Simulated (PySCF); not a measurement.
SMILES OB(O)[SeH] (H3BO2Se), singlet, PBE0/def2-SVP optimised geometry. Atoms within 1.6 Å of the plane z = 1.2 Å (x, y, z in Å): B1 (-0.23, 0.25, 0.00), O2 (-0.94, -0.91, 0.00), H3 (-0.41, -1.71, 0.00), O4 (-0.88, 1.44, 0.00), H5 (-1.84, 1.31, 0.00), Se6 (1.74, 0.25, 0.00), H7 (1.84, 1.71, 0.00).

Computed with PBE0/def2-TZVP (PySCF).

Map of the HOMO amplitude (bohr^(-3/2)) on the plane z = 1.2 Å; orbital energy -7.10 eV, overall sign arbitrary:

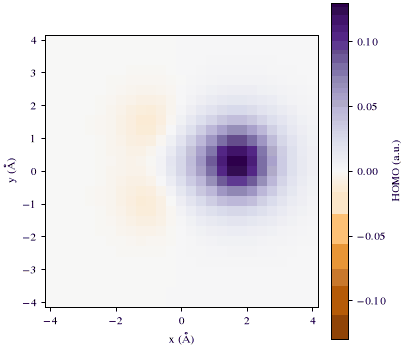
*HOMO amplitude (bohr^(-3/2)) on the plane z = 1.2 Å.*
